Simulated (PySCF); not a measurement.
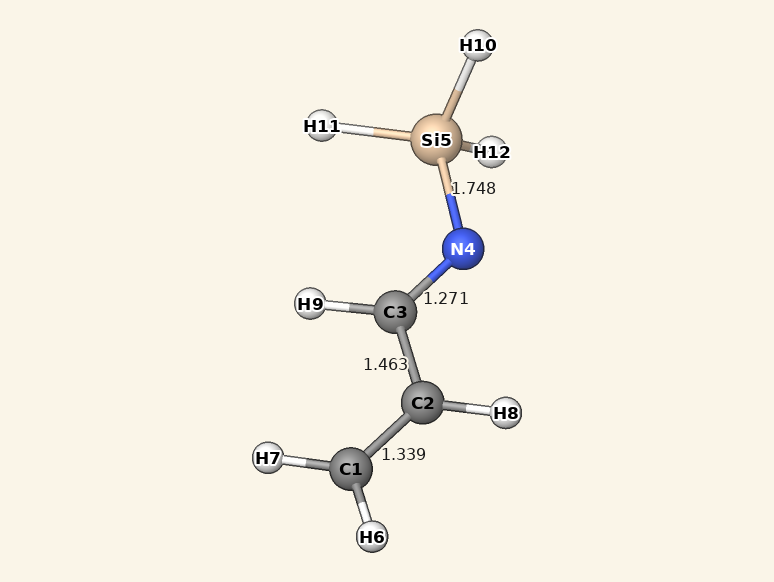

The numbers beside the sticks are distances in Å. Sticks don't show bond order. The geometry was computed by an optimisation with PBE0-D3(BJ)/def2-SVP. No frequency run is at hand to confirm it as a minimum.

Q: Assign a bond order to each marked bond.

A: C1–C2 double; C2–C3 single; C3–N4 double; N4–Si5 single.

Q: Give the structure as SMILES.

A: C=C/C=N/[SiH3]
